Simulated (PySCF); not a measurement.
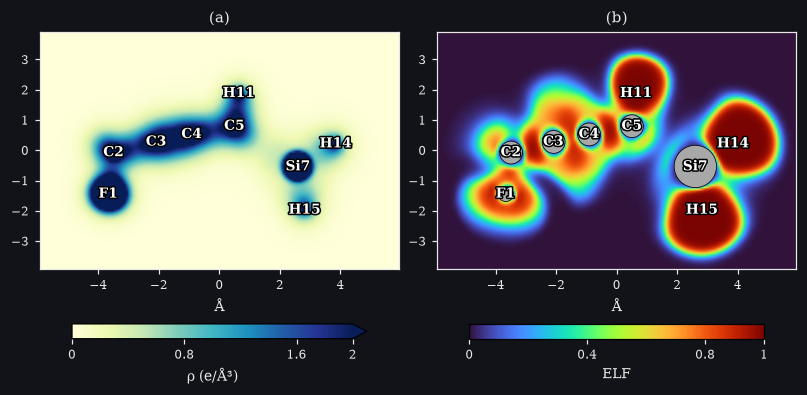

The picture shows: C₆H₉FSi. (a) total electron density; (b) ELF on the plane of atoms F1, C2 and C3. Grey discs cover the atomic cores in the ELF map.

Geometry: GFN2-xTB.

These are results of PBE0/pcSseg-1, SCF density, gas phase, non-relativistic (PySCF), not measurements.

Input file:

```
{"job": {"kind": "nmr", "xc": "PBE0", "basis": "pcSseg-1"}, "charge": 0, "multiplicity": 1}
F      3.220855    -1.700738    -1.547771
C      3.325065    -0.824888    -0.484805
C      2.028378    -0.306558    -0.100541
C      0.935666     0.098625     0.186679
C     -0.385844     0.570965     0.512690
C     -1.388259    -0.568226     0.830285
Si    -2.691179     0.208528    -0.332784
C     -1.117943     1.236648    -0.680924
H      3.783523    -1.385317     0.339938
H      3.991052    -0.015179    -0.809386
H     -0.314400     1.264368     1.354650
H     -1.614596    -0.663743     1.889539
H     -1.009239    -1.530052     0.489641
H     -3.764757     0.936515     0.345671
H     -3.204997    -0.623398    -1.417495
H     -1.168714     2.320393    -0.608279
H     -0.631608     0.994088    -1.624066
```

Run with:

```sh
OMP_NUM_THREADS=1 python probes_run.py task.json out
```

Interpret the plot.

- Atoms in the plane: F, C, Si and H.
- C–C (1.20 Å): ρ at the midpoint is about 2.7 e/Å³; the ELF peaks at about 0.85 between the atoms (a multiple bond).
- C–F (1.38 Å): ρ is about 2.1 e/Å³ halfway, with its minimum of 1.6 e/Å³ about 0.5 Å from C; the ELF peaks at about 0.85 between the atoms; a shared but strongly polarised pair.
- C–H (1.09 Å): ρ at the midpoint is about 2 e/Å³; the ELF climbs to about 1 towards the hydrogen, as it does in any bond to H; a covalent bond by its length.
- Si–H (1.46 Å): ρ is about 0.81 e/Å³ halfway; the ELF climbs to about 1 towards the hydrogen.
- The ELF also peaks beside F1, away from the bonds: lone-pair regions.
